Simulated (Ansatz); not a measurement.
In doubt: one-shot GW on d or f shells is unsure, so the values of those runs are not to be relied on.

BaSrCeSnO6 (F-43m), computed twice by G0W0.

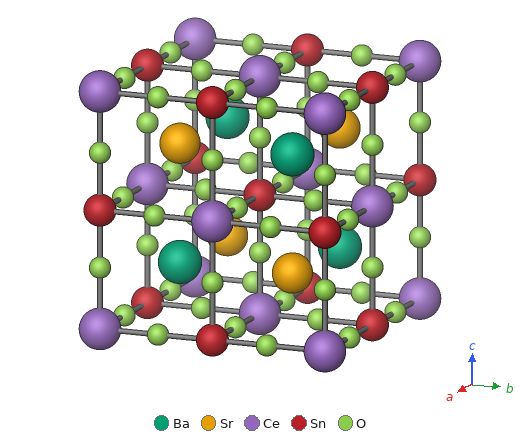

The structure (barium teal, strontium orange, cerium purple, tin red, oxygen green). Some periodic images of atoms are drawn too.

```xyz
10
Lattice="0.0000 4.3015 4.3015 4.3015 0.0000 4.3015 4.3015 4.3015 0.0000" Properties=species:S:1:pos:R:3 pbc="T T T"
Ba    2.1507    2.1507    2.1507
Sr    6.4522    6.4522    6.4522
Ce    0.0000    0.0000    0.0000
Sn    4.3015    4.3015    4.3015
O     2.2202    4.3015    4.3015
O     6.3827    4.3015    4.3015
O     4.3015    4.3015    6.3827
O     4.3015    4.3015    2.2202
O     4.3015    2.2202    4.3015
O     4.3015    6.3827    4.3015
```

The cell and positions are those that the Materials Project relaxed with its own functionals (PBE, PBE+U or r2SCAN), kept fixed. Spin-orbit coupling is left out unless a run names it.

The first (Ansatz 0.2.0; start PBE, 4×4×4 mesh, 872 empty bands, screening to 180 eV, PAW set soft_1 files; 1 × NVIDIA H100 80GB HBM3 (shared by 6 runs) with 2 threads of AMD EPYC 7R13 (Zen 3), shared host) gave, on its mesh: starting gap 2.26 eV, G0W0 gap 4.80 eV, RPA ε∞ (mean) 4.60, 59 s.

**Question.** The second changes start from PBE to PBEsol. What does it give?

It gave: starting gap 2.25 eV, G0W0 gap 4.85 eV, RPA ε∞ (mean) 4.69, 51 s. The G0W0 gap moves by +0.05 eV, −0.005 eV from the start and +0.05 eV from the correction.

Limits: not at the basis limit; f levels unsure; no spin polarisation; f levels unsure; no spin-orbit coupling.

[Paths, hosts, dates, memory and timing lines, banners, echoed tables and standing remarks are left out of the program output.]

[Logs are printed without paths, hosts, clocks, repeated set-up lines and the standing remarks that a program may print on its own settings, such as how far it seeks lower states.]

[Runs of the session that timed out or met a known fault of the program may be left out.]

[Cells called generated may have been cut or substituted from an entry of the Crystallography Open Database or the Materials Project.]

[Hosts, paths, dates, database ids (printed as entryN), source tags and the programs' standing remarks are cut or masked in the printed files.]
